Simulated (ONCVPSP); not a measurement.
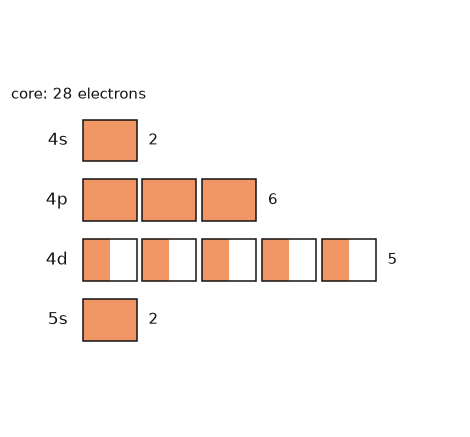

Figure 1. The valence shells of the reference configuration: a box for each of the 2l + 1 orbitals, shaded by the share of the shell that is filled, with the electron count at the right.

Tc: pseudopotential generation

System: technetium (Tc, Z = 43), core [Ar] 3d10, reference valence 4s2 4p6 4d5 5s2, valence charge 15.
Method: ONCV potential, BLYP, scalar-relativistic, made with ONCVPSP 4.0.1.

**Input file**
```
# ATOM AND REFERENCE CONFIGURATION
# atsym  z   nc   nv     iexc    psfile
  Tc 43.00    6    4  -106131      upf
#
#   n    l    f
    1    0    2.00
    2    0    2.00
    2    1    6.00
    3    0    2.00
    3    1    6.00
    3    2   10.00
    4    0    2.00
    4    1    6.00
    4    2    5.00
    5    0    2.00
#
# PSEUDOPOTENTIAL AND OPTIMIZATION
# lmax
    2
#
#   l,   rc,      ep,       ncon, nbas, qcut
    0    1.75    0.00    4    8    5.20
    1    1.50    0.00    4    8    9.80
    2    1.60    0.00    4    8    6.30
#
# LOCAL POTENTIAL
# lloc, lpopt,  rc(5),   dvloc0
    4    5    1.10    0.00
#
# VANDERBILT-KLEINMAN-BYLANDER PROJECTORs
# l, nproj, debl
    0    2    3.50
    1    1    3.90
    2    2    0.60
#
# MODEL CORE CHARGE
# icmod, fcfact, rcfact
    3    5.00    1.10
#
# LOG DERIVATIVE ANALYSIS
# epsh1, epsh2, depsh
   -4.00    5.00    0.02
#
# OUTPUT GRID
# rlmax, drl
    6.00    0.01
#
# TEST CONFIGURATIONS
# ncnf
    4
# nvcnf
#   n    l    f
    4
    4    0    2.00
    4    1    6.00
    4    2    5.00
    5    0    1.00
#
    4
    4    0    2.00
    4    1    6.00
    4    2    5.00
    5    0    0.00
#
    4
    4    0    2.00
    4    1    6.00
    4    2    4.00
    5    0    0.00
#
    4
    4    0    2.00
    4    1    6.00
    4    2    6.00
    5    0    1.00
#
```

Run as:
```bash
oncvpsp.x < Tc.dat > Tc.out
```

**Output (extracts)**
```
ONCVPSP  (Optimized Norm-Conservinng Vanderbilt PSeudopotential)
scalar-relativistic version 4.0.1

#   n    l    f        energy (Ha)
    1    0    2.00    -7.6705139E+02
    2    0    2.00    -1.0943288E+02
    2    1    6.00    -9.7951786E+01
    3    0    2.00    -1.9046791E+01
    3    1    6.00    -1.5279183E+01
    3    2   10.00    -9.1789429E+00
    4    0    2.00    -2.6903400E+00
    4    1    6.00    -1.6591275E+00
    4    2    5.00    -2.3845619E-01
    5    0    2.00    -1.8214382E-01

Reference configufation results
  iterations    35
  all-electron total energy (Ha)   -4.28613927D+03

Begin loop to  construct optimized pseudo wave functions
and semi-local pseudopoentials for all angular momenta

Calculating optimized projector #   1

 for l=   0

    Fraction of norm inside rc  0.955468
    Optimizing pswf for qcut=   5.19 a_B^-1,  ecut=  13.47 Ha
    Residual kinetic energy error=  3.89D-04 Ha

    Energy error per electron        Cutoff
         Ha          eV             Ha
         0.01000     0.27211        4.97
         0.00100     0.02721       11.44
         0.00010     0.00272       45.03
         0.00001     0.00027       60.42

Calculating optimized projector #   2

 for l=   0

    Fraction of norm inside rc  0.062253
    Optimizing pswf for qcut=   5.19 a_B^-1,  ecut=  13.47 Ha
    Residual kinetic energy error=  3.66D-04 Ha

    Energy error per electron        Cutoff
         Ha          eV             Ha
         0.01000     0.27211        4.10
         0.00100     0.02721       11.14
         0.00010     0.00272       24.05
         0.00001     0.00027       68.22

Calculating optimized projector #   1

 for l=   1

    Fraction of norm inside rc  0.804921
    Optimizing pswf for qcut=   9.81 a_B^-1,  ecut=  48.09 Ha
    Residual kinetic energy error=  1.56D-07 Ha

    Energy error per electron        Cutoff
         Ha          eV             Ha
         0.01000     0.27211       20.09
         0.00100     0.02721       29.61
         0.00010     0.00272       36.18
         0.00001     0.00027       41.00

   Wellstate for l =  2  n =  5
     eigenvalue =   0.3615
     asymptotic potential =   0.8615
     half-point radius =  5.8988

Calculating optimized projector #   1

 for l=   2

    Fraction of norm inside rc  0.519461
    Optimizing pswf for qcut=   6.31 a_B^-1,  ecut=  19.89 Ha
    Residual kinetic energy error=  1.04D-03 Ha

    Energy error per electron        Cutoff
         Ha          eV             Ha
         0.01000     0.27211       15.42
         0.00100     0.02721       20.16
         0.00010     0.00272       74.00
         0.00001     0.00027       93.28

Calculating optimized projector #   2

 for l=   2

    Fraction of norm inside rc  0.095711
    Optimizing pswf for qcut=   6.31 a_B^-1,  ecut=  19.89 Ha
    Residual kinetic energy error=  3.42D-04 Ha

    Energy error per electron        Cutoff
         Ha          eV             Ha
         0.01000     0.27211       13.03
         0.00100     0.02721       17.95
         0.00010     0.00272       23.24
         0.00001     0.00027       58.05

Construct Vanderbilt / Kleinmman-Bylander projectors

B matrix Hermiticity error, ll=   0
   1   2    2.4538E-04

  Orthonormal projector coefficients  1.1007E+01  1.9674E+00

B matrix Hermiticity error, ll=   2
   1   2    4.3407E-05

  Orthonormal projector coefficients  5.0366E+01  3.3095E+00

Model core correction analysis
  based on d2Exc/dn_idn_j

d2excae - all-electron derivatives

   -3.278440D-02   -2.946550D-02   -1.713851D-02   -2.165832D-03
   -2.946563D-02   -2.789830D-02   -1.841721D-02   -2.739481D-03
   -1.713867D-02   -1.841732D-02   -1.819559D-02   -8.653843D-03
   -2.165789D-03   -2.739309D-03   -8.652793D-03   -2.140747D-02

d2excps - pseudofunction derivatives with no core correction

   -4.993194D-02   -3.178518D-02   -1.679406D-02   -4.001952D-03
   -3.178726D-02   -3.130623D-02   -1.998560D-02   -2.930366D-03
   -1.679460D-02   -1.998582D-02   -1.916372D-02   -8.613492D-03
   -4.002937D-03   -2.930204D-03   -8.612441D-03   -2.158357D-02

rms 2nd derivative error    4.537145E-03

rmatch, rhocmatch    0.7224   13.4811

Teter function model core charge with specified parameters

d2excps - pseudofunction derivatives with core correction

   -3.388064D-02   -2.929056D-02   -1.661945D-02   -2.444498D-03
   -2.929055D-02   -3.049392D-02   -1.990625D-02   -2.695806D-03
   -1.661954D-02   -1.990644D-02   -1.916995D-02   -8.595603D-03
   -2.444477D-03   -2.695642D-03   -8.594554D-03   -2.143233D-02

rms 2nd derivative error    9.384094E-04

Pseudoatom total energy  -80.911694

Diagnostic tests using Vanderbilt-Kleinman-Bylander pseudopotentials
  1 or more projectors used as specified by nproj input data

   l    rcore       rmatch      e in        delta e   norm test  slope test

   0   1.7509636   1.8041267  -2.6903400   0.0000020   1.0001559   1.0001449
   0   1.7509636   1.8041267  -0.1821438   0.0000030   1.0000341   1.0000280

   1   1.5077440   1.5535224  -1.6591275  -0.0000098   0.9999940   1.0000096

   2   1.6006907   1.6492911  -0.2384562   0.0000076   1.0000771   1.0001127
   2   1.6006907   1.6492911   0.3615438   0.0000189   1.0001733   1.0001733

 Testing for bound ghosts
   n   l    E NL Schr. Eq   E Basis Diag.   E Cutoff

   1   0       -2.690338       -2.690336     86.30
   2   0       -0.182141       -0.132908     86.30

   2   1       -1.659137       -1.659087     98.11

   3   2       -0.238449       -0.231896    134.25

 Testing for highly-localized positive-energy ghosts
       l    <radius>/rc     E Basis Diag.   E Cutoff

       0        0.924911        3.510959     86.30  WARNING - GHOST(+)

       2        0.890631      123.205634    134.25  WARNING - GHOST(+)

Test configuration 0

   n   l     f        eae           eps        diff
   1   0  2.0000 -767.05139343
   2   0  2.0000 -109.43287544
   2   1  6.0000  -97.95178556
   3   0  2.0000  -19.04679063
   3   1  6.0000  -15.27918311
   3   2 10.0000   -9.17894292
   4   0  2.0000   -2.69034003   -2.69033807    1.96D-06
   4   1  6.0000   -1.65912748   -1.65913727   -9.80D-06
   4   2  5.0000   -0.23845619   -0.23844861    7.57D-06
   5   0  2.0000   -0.18214382   -0.18214077    3.05D-06

    Total energies and differences
      AE_ref= -4.28613927D+03  AE_tst= -4.28613927D+03  dif=  0.00D+00
      PS_ref= -8.09116944D+01  PS_tst= -8.09116944D+01  dif=  1.42D-14
      PSP excitation error= -1.42D-14

Test configuration 1

   n   l     f        eae           eps        diff
   1   0  2.0000 -767.33267632
   2   0  2.0000 -109.71113349
   2   1  6.0000  -98.23023384
   3   0  2.0000  -19.32560651
   3   1  6.0000  -15.55798373
   3   2 10.0000   -9.45752995
   4   0  2.0000   -2.96995399   -2.97119704   -1.24D-03
   4   1  6.0000   -1.93904625   -1.93938128   -3.35D-04
   4   2  5.0000   -0.51303079   -0.51298382    4.70D-05
   5   0  1.0000   -0.42011293   -0.42020490   -9.20D-05

    Total energies and differences
      AE_ref= -4.28613927D+03  AE_tst= -4.28584075D+03  dif=  2.99D-01
      PS_ref= -8.09116944D+01  PS_tst= -8.06130924D+01  dif=  2.99D-01
      PSP excitation error= -8.46D-05

Test configuration 2

   n   l     f        eae           eps        diff
   1   0  2.0000 -767.65774495
   2   0  2.0000 -110.03195518
   2   1  6.0000  -98.55132618
   3   0  2.0000  -19.64674604
   3   1  6.0000  -15.87909656
   3   2 10.0000   -9.77838399
   4   0  2.0000   -3.29029472   -3.29362115   -3.33D-03
   4   1  6.0000   -2.25906886   -2.25999075   -9.22D-04
   4   2  5.0000   -0.82392226   -0.82390716    1.51D-05

    Total energies and differences
      AE_ref= -4.28613927D+03  AE_tst= -4.28529060D+03  dif=  8.49D-01
      PS_ref= -8.09116944D+01  PS_tst= -8.00626402D+01  dif=  8.49D-01
      PSP excitation error= -3.81D-04

Test configuration 3

   n   l     f        eae           eps        diff
   1   0  2.0000 -768.19562572
   2   0  2.0000 -110.57629517
   2   1  6.0000  -99.09526920
   3   0  2.0000  -20.18507636
   3   1  6.0000  -16.41740165
   3   2 10.0000  -10.31757558
   4   0  2.0000   -3.80492862   -3.80778584   -2.86D-03
   4   1  6.0000   -2.76416433   -2.76431267   -1.48D-04
   4   2  4.0000   -1.28782117   -1.28737251    4.49D-04

    Total energies and differences
      AE_ref= -4.28613927D+03  AE_tst= -4.28423923D+03  dif=  1.90D+00
      PS_ref= -8.09116944D+01  PS_tst= -7.90113926D+01  dif=  1.90D+00
      PSP excitation error= -2.60D-04

Test configuration 4

   n   l     f        eae           eps        diff
   1   0  2.0000 -766.93898166
   2   0  2.0000 -109.31276875
   2   1  6.0000  -97.83221792
   3   0  2.0000  -18.92883779
   3   1  6.0000  -15.16120978
   3   2 10.0000   -9.06034632
   4   0  2.0000   -2.58106068   -2.58328760   -2.23D-03
   4   1  6.0000   -1.55504391   -1.55571062   -6.67D-04
   4   2  6.0000   -0.16010411   -0.16002487    7.92D-05
   5   0  1.0000   -0.15265555   -0.15274185   -8.63D-05

    Total energies and differences
      AE_ref= -4.28613927D+03  AE_tst= -4.28617028D+03  dif= -3.10D-02
      PS_ref= -8.09116944D+01  PS_tst= -8.09425494D+01  dif= -3.09D-02
      PSP excitation error= -1.53D-04
```

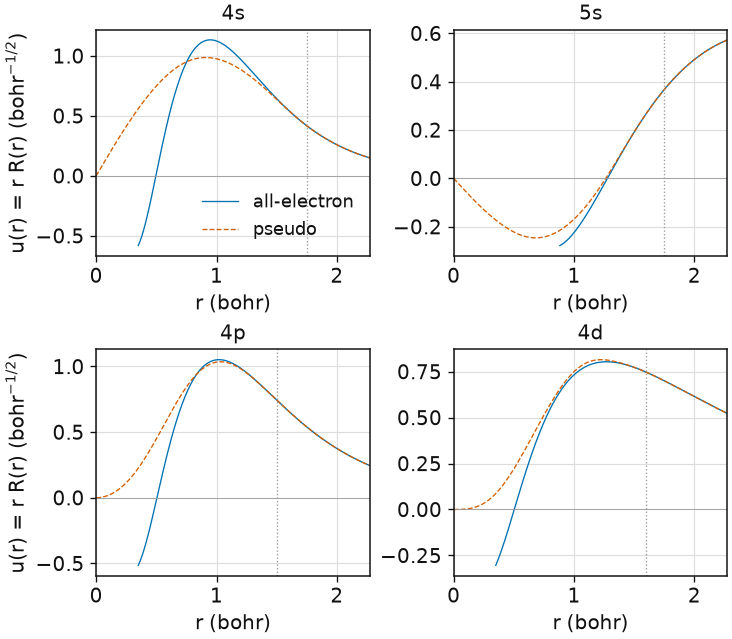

Figure 2. All-electron valence functions (solid) with their pseudo partners (dashed). Dotted lines mark the matching radii. The innermost oscillations of some all-electron curves aren't drawn. Pseudo-waves: 4s has no node; 5s has a node at about 1.3 bohr; 4p has no node; 4d has no node. A node in 5s is expected, since a lower shell of the same l is also in the valence and the two must stay orthogonal.

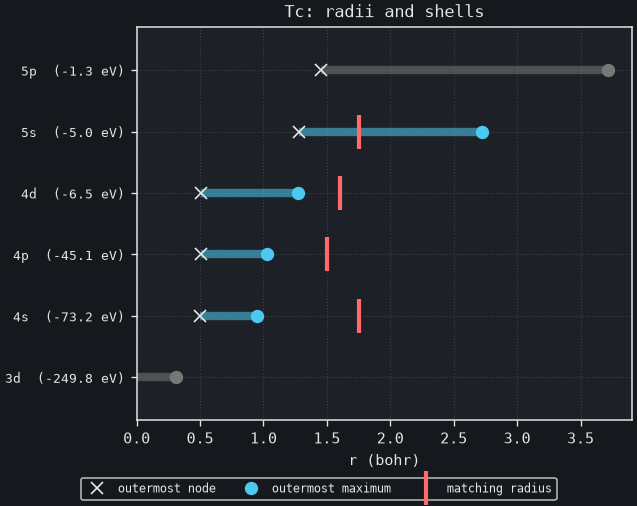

Figure 3. Outer shells of the all-electron reference atom: each bar runs from the outermost node (or the nucleus) to the outermost maximum of u(r); the tick is the radius chosen for the pseudo-wave. Shells without a tick have no pseudo-wave of their own. Levels, nodes and maxima are from ld1.x, scalar-relativistic.

- Radii against the shells: 4s: 1.75 bohr, outside the maximum; 4p: 1.50 bohr, outside the maximum; 4d: 1.60 bohr, outside the maximum; 5s: 1.75 bohr, between node and maximum.

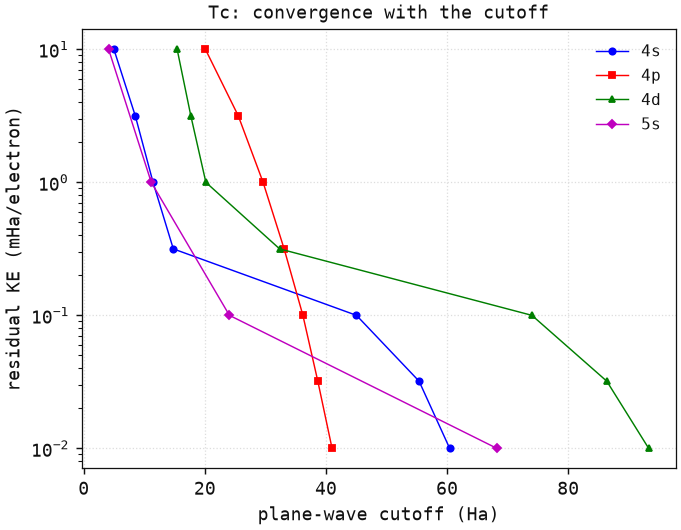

Figure 4. Residual kinetic energy of the pseudo-waves (the first of each channel, and further valence shells) beyond the plane-wave cutoff, as the generator prints it.

- Cutoffs for 1 mHa per electron: 4p: 30 Ha; 4d: 20 Ha; 4s: 11 Ha; 5s: 11 Ha.
- Cutoffs for the occupied states: 30 Ha for 1 mHa and 74 Ha for 0.1 mHa per electron. The first is set by 4p.
- Hardest wave at 1 mHa per electron: 4p, with rc = 1.50 bohr and qcut = 9.8 1/bohr. The optimisation minimises, but can't always remove, the kinetic energy above qcut²/2 = 48.0 Ha, and a larger rc would as a rule soften the wave at some cost in transferability.

**Key numbers**

- outcome: generated
- cutoffs needed: 30 Ha and 74 Ha (the cutoffs at which the residual kinetic energy of the hardest occupied pseudo-wave falls to 1 and 0.1 mHa per electron)
- ghost test: no bound ghost flagged; GHOST(+) flagged for s at 95.5 eV (flags above 300 eV left out)
- largest excitation error: -10 meV (all-electron minus pseudo) for 4s2 4p6 4d5 5s0, out of 4 test configurations
- rms error of d²Exc/dni dnj: 4.54 mHa without and 0.94 mHa with the model core
- range over which the phases arctan(r R′/R) at the test radius agree within 0.05 rad (a looser test near the poles than one of phase shifts): s: up to about 3.1 Ha; p: up to about 1.4 Ha; d: over the whole range computed; f: not judged, local potential alone
- hardware: 1 CPU thread, shared host
- wall time: 4 s
